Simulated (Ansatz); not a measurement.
System: Sr₄TmSi.

```
Sr Tm Si
1.0
     5.65564    0.00000    0.00000
    -2.82782    4.89793    0.00000
     0.00000    0.00000   25.57440
Sr Tm Si
12 3 3
Direct
  0.66667 0.33333 0.03867
  0.33333 0.66667 0.37201
  0.00000 0.00000 0.70534
  0.00000 0.00000 0.29466
  0.66667 0.33333 0.62799
  0.33333 0.66667 0.96133
  0.66667 0.33333 0.21476
  0.33333 0.66667 0.54810
  0.00000 0.00000 0.88143
  0.00000 0.00000 0.11857
  0.66667 0.33333 0.45190
  0.33333 0.66667 0.78524
  0.33333 0.66667 0.16667
  0.00000 0.00000 0.50000
  0.66667 0.33333 0.83333
  0.00000 0.00000 0.00000
  0.66667 0.33333 0.33333
  0.33333 0.66667 0.66667
```

Space group R-3m; a generated structure, not necessarily the stable one; changed on purpose from its base cell (volume × 0.94, shape and atoms relaxed); computed without spin polarisation; no Hubbard U on the f states and no spin–orbit coupling.

All numbers below come from DFT PBE, scalar-relativistic, plane waves, PAW; 4f electrons in the core of a trivalent norm-conserving potential (Ansatz 0.2.0).

### What will maps of the valence pseudo-density and electron localisation function show?

Sr–Si (3.03 Å): the density is about 0.18 e/Å³ at the midpoint; the ELF peaks at about 0.80 in the valence shell of Si, 1.0 Å from its nucleus, and drops to about 0.15 between the two atoms.

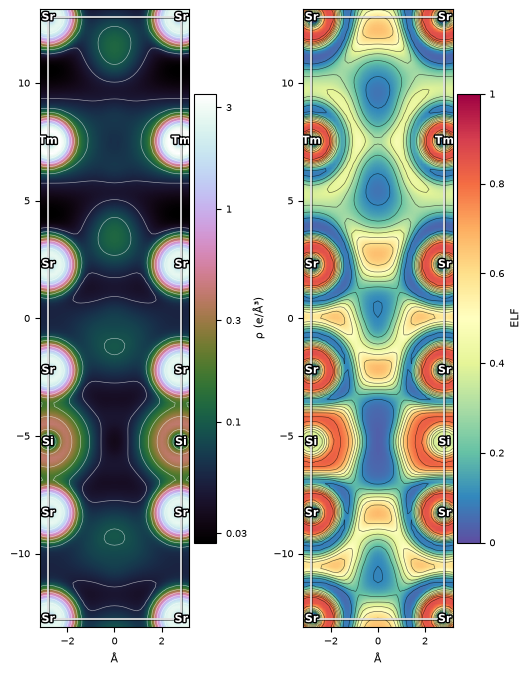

Computed valence pseudo-density and electron localisation function on the (100) plane of the conventional cell, in this order. 

The density is the valence pseudo-density of a pseudopotential calculation; it isn't the true density close to the nuclei.
